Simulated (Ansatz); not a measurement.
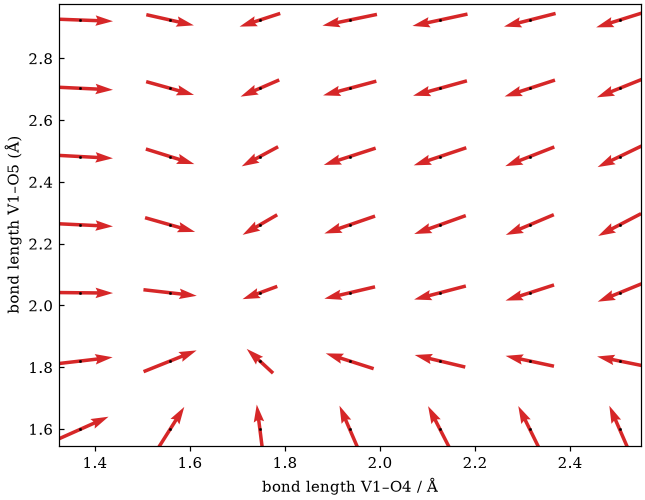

[VO3(OH)]2- (HO4V), charge −2. Coordinates scanned: (1) bond length V1–O4; (2) bond length V1–O5. Nothing is relaxed (all other coordinates rigid). The scan uses a 7 × 7 grid. Points are written as (first, second). The reference is spin-restricted, which grows unreliable where a bond is stretched far. The calculation used Ansatz 0.2.0, RKS PBE0-D4/def2-SVPD.

In the figure: dots at the grid points, arrows along the force (downhill), their lengths compressed.

### The arrows alone are given. Where is the energy lowest?

The arrows converge at about (1.666 Å, 1.945 Å) (read from the interpolated surface).

The energy map of the same scan:

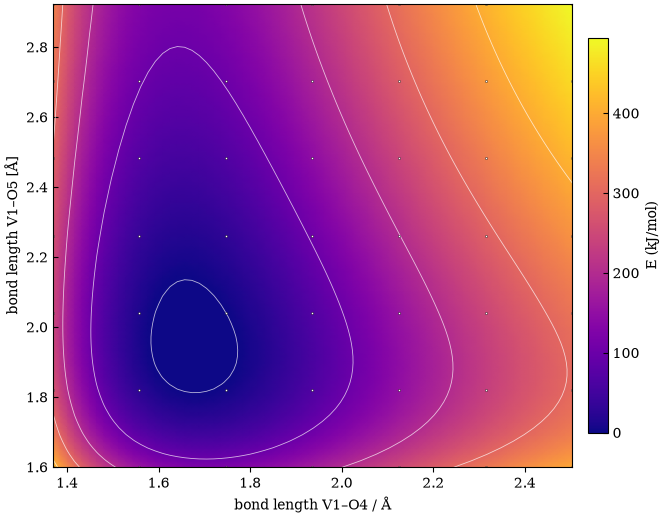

Energies are in kJ/mol, from the lowest grid point; between grid points the surface is interpolated.
